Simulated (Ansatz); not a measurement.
A series of calculations on CH$_{6}$BFSi

## 1. Relaxation

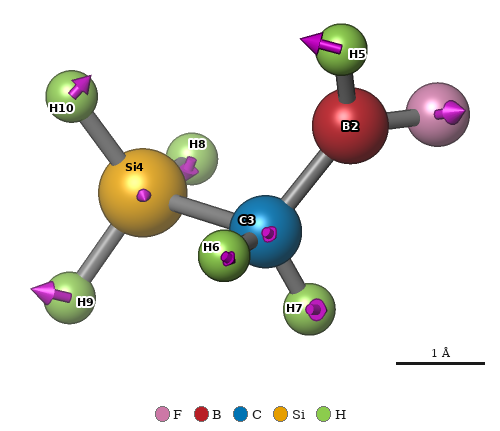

This is a relaxation of CH6BFSi. The starting structure is drawn; purple arrows show the displacements, magnified 5 times. The two geometries are superimposed by the best rigid fit.

The picture is a ball-and-stick view, seen at a tilt.

The run prepares an end point of a later path (torsion) calculation, from a guessed geometry.

Level of theory: RKS PBE0-D4/6-31G* (Ansatz 0.2.0). Set-up: no spin polarisation; force threshold 0.015 eV/Å; at most 40 steps.

### What happened in the run?

Over 7 accepted moves (9 points after the start) the energy falls by 1.00 kcal/mol. Largest force component: 0.87 eV/Å at the start, 0.007 eV/Å at the end. The line search rejected the trial steps at points 3, 7 of the run. An H atom moves most after the best rigid fit: 0.10 Å. By element the largest moves are H 0.10 Å, F 0.10 Å, C 0.04 Å, Si 0.03 Å. B stays in place. Near-neighbour distances that change, for instance: H–Si 1.463 → 1.489 Å, B–H 1.177 → 1.202 Å, C–Si 1.917 → 1.895 Å, C–H 1.089 → 1.097 Å. Among the angles between lasting bonds that change: C–Si–H 107.1° → 110.2°. The run took 77 s on 1 thread of AMD EPYC (Zen 3), with other jobs on the host, peak memory 0.16 GiB.

## 2. Relaxation

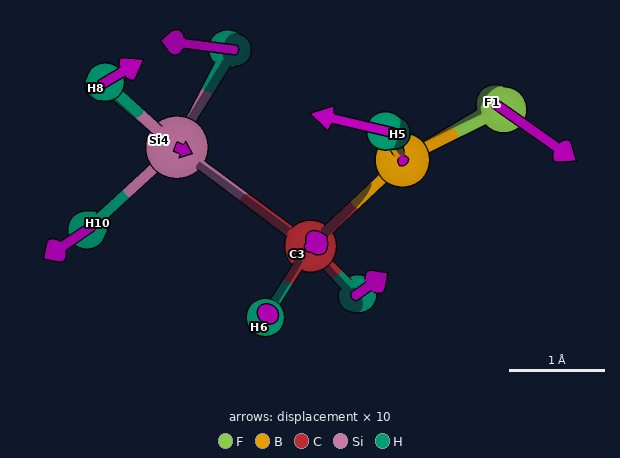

This is a relaxation of CH₆BFSi. The starting structure is drawn faded, the final one solid; purple arrows show the displacements, 10 times their true length. The two geometries are superimposed by the best rigid fit.

The picture is a ball-and-stick view, seen at a tilt.

The run prepares an end point of a later path (torsion) calculation, from a guessed geometry.

All numbers below come from RKS PBE0-D4/6-31G* (Ansatz 0.2.0).

Input
```yaml
crystal:
  periodic: [false, false, false]
  atoms:
    - { symbol: F, position_ang: [-2.36964, -0.0866, 0.28763] }
    - { symbol: B, position_ang: [-1.24187, 0.27, 0.88124] }
    - { symbol: C, position_ang: [-0.06617, 0.79416, 0.01689] }
    - { symbol: Si, position_ang: [0.96683, -0.69447, -0.60937] }
    - { symbol: H, position_ang: [-1.20355, 0.10773, 2.04619] }
    - { symbol: H, position_ang: [0.60638, 1.45184, 0.56343] }
    - { symbol: H, position_ang: [-0.41358, 1.32577, -0.86814] }
    - { symbol: H, position_ang: [1.56926, -1.41413, 0.51311] }
    - { symbol: H, position_ang: [0.05055, -1.58183, -1.33251] }
    - { symbol: H, position_ang: [2.01562, -0.22417, -1.5177] }
basis:
  gaussian: { orbitals: "6-31G*" }
hamiltonian:
  xc: pbe0
  dispersion: d4
relax:
  f_tol: 0.015
  max_steps: 40
```

Run as
```bash
ansatz run input.yaml --threads 1 --pin off --max-ram 2048MiB --backend cpu --events-out ev --progress --plain --runs-dir out
```

**What did the optimiser do to the structure, and how much energy did it gain?**

After 7 geometry steps the energy has fallen by 4.28 kJ/mol. The largest force component goes from 0.72 to 0.01 eV/Å. The largest move after the best rigid fit is that of F1, 0.13 Å. By element the largest moves are F 0.13 Å, H 0.12 Å, C 0.04 Å, Si 0.02 Å, B 0.01 Å. Some distances before and after: B2–H5 1.177 → 1.202 Å, Si4–H10 1.465 → 1.490 Å, Si4–H9 1.466 → 1.489 Å, C3–Si4 1.917 → 1.895 Å. Bond angles that change, for instance: C3–Si4–H9 107.1° → 110.7°.

## 3. Path

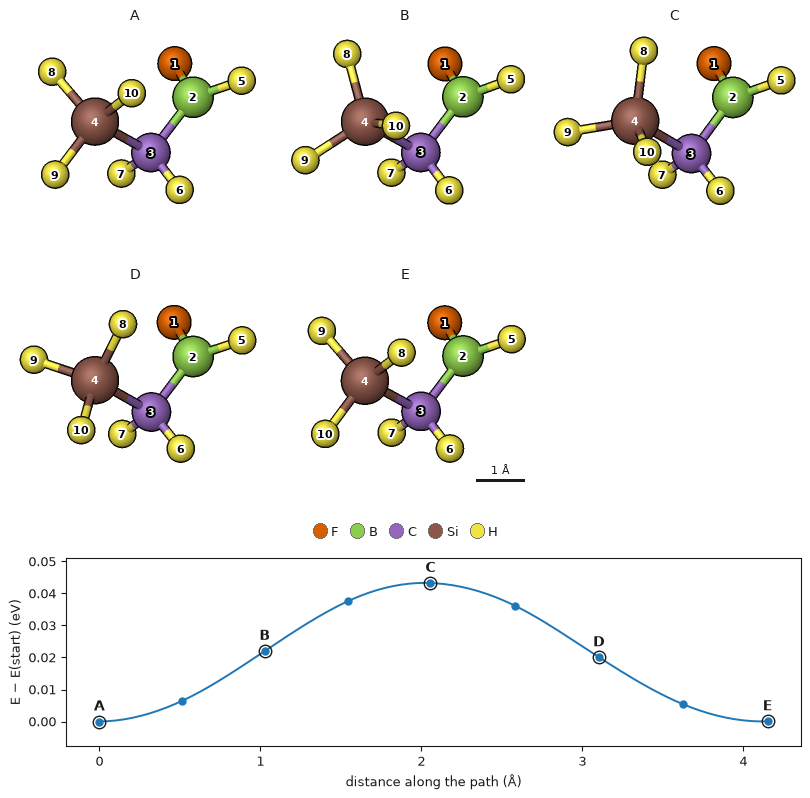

A search for the minimum-energy path of CH$_{6}$BFSi by the nudged elastic band. Images are numbered from 0 (start) to 8 (end). Frames A to E are images 0, 2, 4, 6, 8. A ball-and-stick model, seen from a free direction.

Level of theory: RKS PBE0-D4/6-31G* (Ansatz 0.2.0). Settings: 7 movable images; climbing image; force threshold 0.05 eV/Å; iteration limit 31; starting path by image-dependent pair potential.

Q: What happens along the path, and what is the barrier?

A: The two ends have the same energy, and the highest point, image 4, lies 0.043 eV above the start. The motion is a rotation about the C3–Si4 bond by about 120°. No bond forms or breaks between the ends. The band converged in 5 iterations, with a climbing image at the top. At the top, the vibrational analysis gives one imaginary mode (121i cm⁻¹), as a transition state must have.

Cost: 4.6 min on 1 thread of AMD EPYC (Zen 3), with other jobs on the host, peak memory 0.16 GiB.
